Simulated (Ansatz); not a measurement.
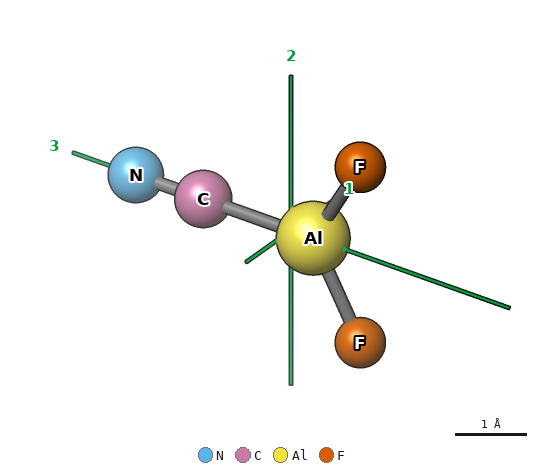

The three principal axes of inertia are drawn and numbered. Distant atoms are faded towards the background colour. Computed geometry: PBE-D4/def2-SVP optimisation. No frequency run is at hand to confirm it as a minimum. Masses are those of the most abundant isotopes; constants are for the rigid equilibrium geometry.

Which line is the a axis (least moment of inertia), which b and which c?

a is line 3, b is line 2, c is line 1; the moments are 78.9, 190, 269 u Å².

What kind of rotor is it, and what are its rotational constants in MHz?

An asymmetric top (C2v): A = 6407, B = 2662, C = 1880 MHz. Ray's parameter κ is −0.65, nearer the prolate limit.
